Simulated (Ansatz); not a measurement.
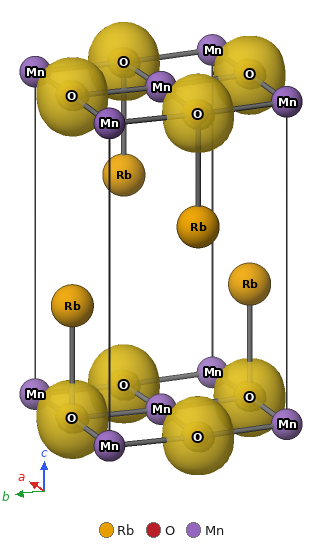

The picture shows: RbMnO. Isosurface of the ELF at 0.7 (yellow), seen at an oblique angle. Core shells and regions of very low density are left out. Sticks mark near contacts.

Space group P4/nmm; built by placing these elements on a known structure type; Hubbard U of 1.55 eV on Mn d only.

These are results of DFT, PAW plane waves, PBE+U, spin-orbit (Ansatz 0.2.0), not measurements.

### Where are the electrons localised?

The ELF exceeds this value in two regions wrapped around O (the valence shell of each), counted in one cell of 6 atoms. Regions shared between cells count once.

Values along the shortest contacts:
Mn–O (2.19 Å): the ELF peaks at about 0.80 in the valence shell of O, 0.6 Å from its nucleus, and is about 0.10 at the midpoint: no shared electron pair shows on this line. Rb–O (2.68 Å): the ELF is about 0.05 at the midpoint (no shared electron pair shows on this line).
